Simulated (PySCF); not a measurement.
# C2H10OSi2 (SMILES [SiH3]CCO[SiH3]): what the fields show

The calculation's input:

```
{"job": {"kind": "uv", "xc": "PBE0", "basis": "def2-SVPD", "nstates": 8, "ntriplets": 3}, "charge": 0, "multiplicity": 1}
Si    -1.971077     0.279356    -0.509946
C     -1.175873    -0.325008     1.114793
C      0.271354    -0.676567     0.827388
O      0.767298     0.244267    -0.106372
Si     2.300197     0.508543    -0.557715
H     -1.550649     1.640242    -0.827576
H     -3.425095     0.266873    -0.299887
H     -1.644490    -0.652390    -1.589668
H     -1.219169     0.468706     1.860609
H     -1.690144    -1.188591     1.533339
H      0.890096    -0.661028     1.733666
H      0.337367    -1.683944     0.396706
H      3.125893     0.869326     0.600838
H      2.087642     1.602826    -1.489370
H      2.892238    -0.684621    -1.172822
```

Command:

```sh
OMP_NUM_THREADS=1 python probes_run.py task.json out
```

Geometry: GFN2-xTB.

The calculation used PBE0/def2-SVPD, SCF density, gas phase in PySCF.

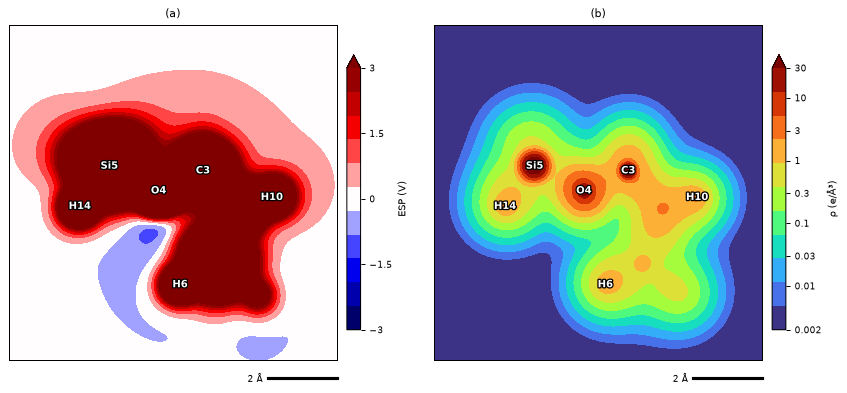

Figure 1. (a) electrostatic potential; (b) total electron density on the plane of atoms C3, O4 and Si5.

> What does the map show?

The section cuts through C, O, Si and H sites. C–O (1.40 Å): ρ at the midpoint is about 2.1 e/Å³, with its minimum of 1.7 e/Å³ about 0.5 Å from C. Si–O (1.62 Å): ρ at the midpoint is about 1.2 e/Å³. Si–H (1.45 Å): ρ at the midpoint is about 0.82 e/Å³. Outside the dense part of the molecule the potential is most negative (−1.0 V) near O4.

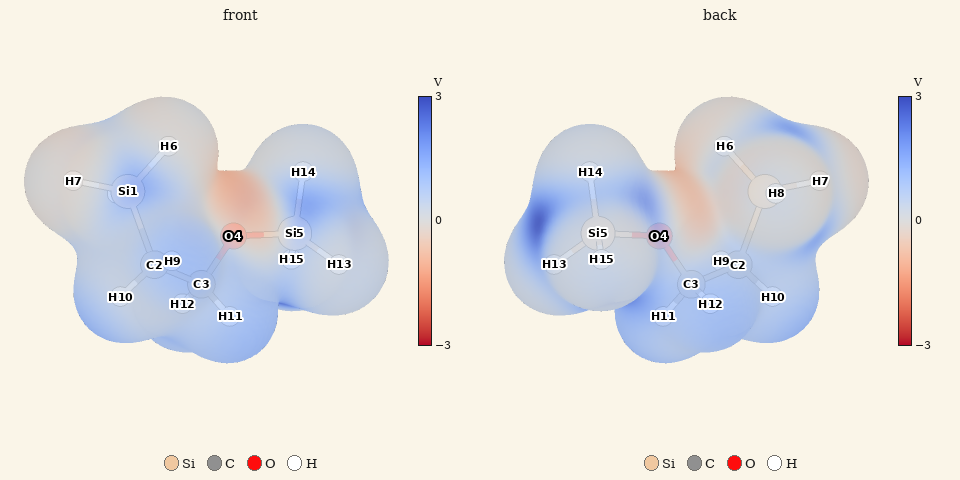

Figure 2. The electrostatic potential painted on the density surface at 0.004 e/bohr³, seen from the front and from behind; red is negative and blue positive.

> Where is the surface potential most negative and most positive?

The most negative region (about −0.9 V) lies over O4, the most positive (about +2.3 V) over Si5.

> How polar is the molecule by this calculation?

Its dipole moment is 1.52 D.
